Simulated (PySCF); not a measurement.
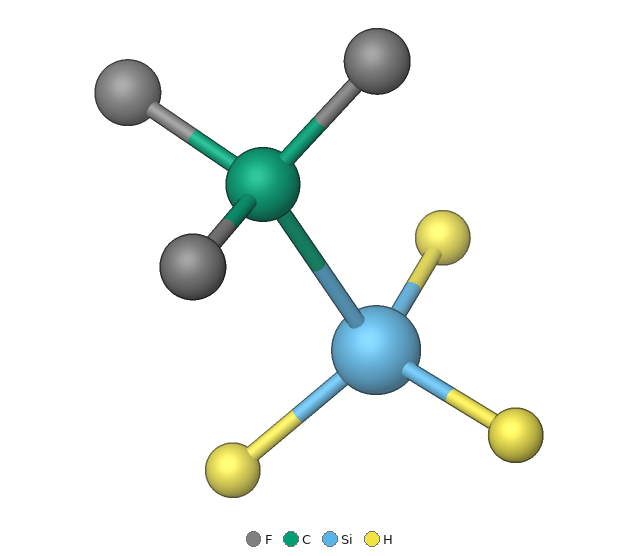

Computed geometry: GFN2-xTB optimisation. No frequency run is at hand to confirm it as a minimum. Level of theory: PBE0/pcSseg-1, gas phase (PySCF 2.14.0).

Computed properties:

The species is CH3F3Si (`FC(F)(F)[SiH3]`).
- dipole moment: 2.64 D
- HOMO energy (Kohn–Sham orbital): −9.56 eV
- LUMO energy (Kohn–Sham orbital): −0.07 eV
- HOMO–LUMO gap: 9.49 eV

The geometry is semi-empirical. Around Si such bond lengths and angles can be off by a tenth of an ångström or more and by several degrees, and values that hang on the shape move with them.
